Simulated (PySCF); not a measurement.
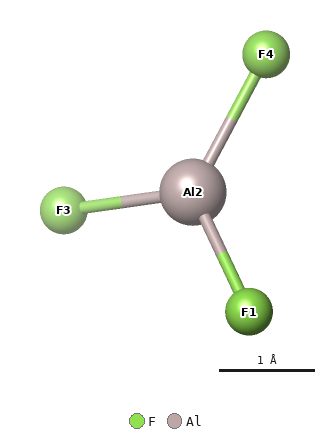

The input geometry of the first run (ball-and-stick view, seen at a tilt; atoms are numbered from 1 in the order of the input). Sticks mark near contacts.

# AlF$_{3}$: one change and its effect

System: AlF$_{3}$ (Aluminum trifluoride).
Method of the first run: TDDFT PBE0/6-31G*, vertical, gas phase, core orbitals frozen in the response (PySCF 2.14.0).

The geometry comes from this level: PBE0-D3(BJ)/def2-SVP. Text and figures count atoms from 1; the logs count them from 0 in places.

## Input, the first run
```
{"job": {"kind": "uv", "xc": "PBE0", "basis": "6-31G*"}, "charge": 0, "multiplicity": 1}
F     -0.795061    -1.442628    -0.018345
Al     0.026694    -0.020086    -0.019376
F      1.669423    -0.019271    -0.017942
F     -0.797295     1.401095    -0.020517
```

The first line tells a small driver script what to run in PySCF; the rest is the geometry in Å.

Command:
```bash
OMP_NUM_THREADS=1 python <driver script> task.json out
```

Hardware: 1 CPU thread, shared host.

## Output (the first run)
```
coarse grid: 4888 points
cycle   1  E = -541.5729011381  dE =  1.672e-01  |g| = 1.000e+00  |ddm| = 1.800e+00
cycle   2  E = -541.3665565187  dE =  2.063e-01  |g| = 1.527e+00  |ddm| = 1.481e+00
cycle   3  E = -541.7405763326  dE = -3.740e-01  |g| = 1.278e-02  |ddm| = 8.860e-01
cycle   4  E = -541.7406168805  dE = -4.055e-05  |g| = 2.378e-03  |ddm| = 1.673e-02
cycle   5  E = -541.7406175583  dE = -6.779e-07  |g| = 1.239e-03  |ddm| = 1.786e-03
final grid: 46704 points
cycle   6  E = -541.7465874387  dE = -1.684e-05  |g| = 5.048e-03  |ddm| = 1.023e-02
cycle   7  E = -541.7465832758  dE =  4.163e-06  |g| = 7.341e-03  |ddm| = 6.721e-03
cycle   8  E = -541.7465916833  dE = -8.408e-06  |g| = 1.752e-04  |ddm| = 3.903e-03
cycle   9  E = -541.7465916845  dE = -1.172e-09  |g| = 1.521e-04  |ddm| = 1.624e-04
cycle  10  E = -541.7465916881  dE = -3.615e-09  |g| = 2.215e-05  |ddm| = 8.871e-05
cycle  11  E = -541.7465916882  dE = -8.095e-11  |g| = 8.846e-07  |ddm| = 1.607e-05
converged SCF energy = -541.7465916882

Static polarisability (au): isotropic 15.257, principal 13.049 16.353 16.370

Singlet excitations
state   eV       nm        f      main configurations
  1   8.1427    152.3   0.00000   H->L 0.99
  2   8.5568    144.9   0.00000   H-1->L 0.99
  3   8.5598    144.8   0.00000   H-2->L 0.99
  4   8.9262    138.9   0.07388   H-4->L 0.59, H-3->L 0.37
  5   8.9264    138.9   0.07376   H-3->L 0.59, H-4->L 0.37
  6   9.3738    132.3   0.17503   H-5->L 0.99
  7   9.5361    130.0   0.00000   H->L+1 0.99
  8   9.8567    125.8   0.00737   H-6->L 0.78, H-1->L+1 0.21
  9   9.8593    125.8   0.00761   H-7->L 0.78, H-2->L+1 0.21
 10  10.1964    121.6   0.00000   H-3->L+1 0.98

Triplet excitations (Tamm-Dancoff, eV): 7.8816 8.2587 8.2613 8.5061
```

The input of the second run differs as follows (lines with − go, lines with + come):
```diff
-"basis": "6-31G*"
+"basis": "def2-SVP"
```

How does the second run compare with the first run?

The total energy of the second run is 181.1 kcal/mol higher, which measures the change of basis and not a stability. The HOMO goes from −11.17 to −11.38 eV. The LUMO goes from −1.27 to −1.35 eV. The lowest excitation goes from 8.14 to 8.28 eV. The strongest computed line goes from 9.37 to 9.51 eV. The number of SCF iterations is the same.

## Output (the second run)
```
coarse grid: 4888 points
cycle   1  E = -541.2199738664  dE =  1.345e-01  |g| = 9.825e-01  |ddm| = 2.149e+00
cycle   2  E = -541.0139568107  dE =  2.060e-01  |g| = 1.511e+00  |ddm| = 1.617e+00
cycle   3  E = -541.3862827143  dE = -3.723e-01  |g| = 1.312e-02  |ddm| = 9.755e-01
cycle   4  E = -541.3863170089  dE = -3.429e-05  |g| = 2.608e-03  |ddm| = 1.088e-02
cycle   5  E = -541.3863178422  dE = -8.332e-07  |g| = 9.143e-04  |ddm| = 1.659e-03
final grid: 46704 points
cycle   6  E = -541.4579314023  dE = -1.944e-05  |g| = 3.738e-03  |ddm| = 8.660e-03
cycle   7  E = -541.4579292415  dE =  2.161e-06  |g| = 5.314e-03  |ddm| = 5.205e-03
cycle   8  E = -541.4579337220  dE = -4.480e-06  |g| = 1.399e-04  |ddm| = 3.083e-03
cycle   9  E = -541.4579337234  dE = -1.459e-09  |g| = 9.819e-05  |ddm| = 1.281e-04
cycle  10  E = -541.4579337249  dE = -1.425e-09  |g| = 2.889e-05  |ddm| = 6.710e-05
cycle  11  E = -541.4579337250  dE = -1.354e-10  |g| = 9.335e-07  |ddm| = 2.165e-05
converged SCF energy = -541.4579337250

Static polarisability (au): isotropic 14.244, principal 11.886 15.414 15.433

Singlet excitations
state   eV       nm        f      main configurations
  1   8.2849    149.7   0.00000   H->L 0.99
  2   8.7147    142.3   0.00000   H-1->L 0.99
  3   8.7179    142.2   0.00000   H-2->L 0.99
  4   9.0783    136.6   0.07092   H-4->L 0.65, H-3->L 0.31
  5   9.0786    136.6   0.07078   H-3->L 0.65, H-4->L 0.31
  6   9.5128    130.3   0.18232   H-5->L 0.99
  7   9.6522    128.5   0.00000   H->L+1 1.00
  8   9.9734    124.3   0.00626   H-6->L 0.80, H-1->L+1 0.19
  9   9.9761    124.3   0.00649   H-7->L 0.80, H-2->L+1 0.19
 10  10.3256    120.1   0.00000   H-3->L+1 0.97

Triplet excitations (Tamm-Dancoff, eV): 8.0288 8.4198 8.4226 8.6670
```

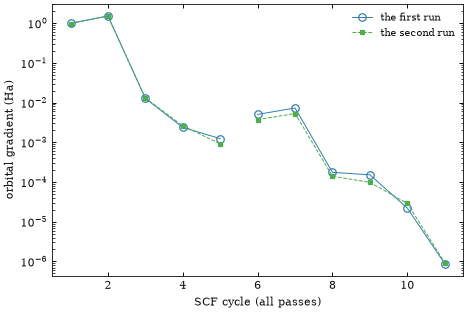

Convergence of the two runs: orbital gradient against the SCF cycle. A break in a curve parts two SCF passes (coarse and final grid). The first run takes 11 cycles in all, and the second run takes 11.

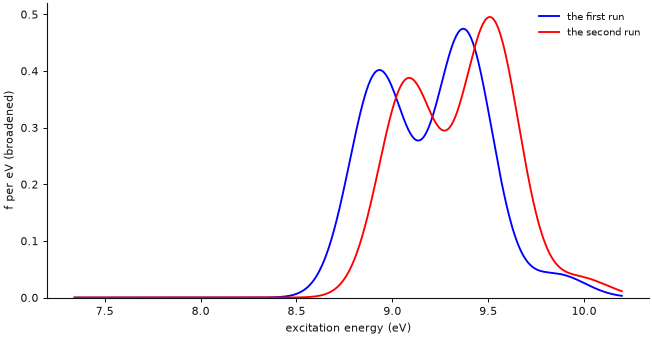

Absorption of the two runs from their computed states, each broadened by a Gaussian of 0.35 eV full width; the range ends where the shorter list of states ends.

## The two runs side by side

```tsv
quantity	the first run	the second run
outcome	converged	converged
total energy (hartree)	−541.746592	−541.457934
HOMO (eV)	−11.17	−11.38
LUMO (eV)	−1.27	−1.35
dipole moment (D)	0.01	0.01
lowest excitation (eV)	8.14	8.28
SCF iterations	11	11
strongest computed line (eV)	9.37	9.51
basis functions	60	60
wall time (shared host)	2.9 s	2.9 s
```
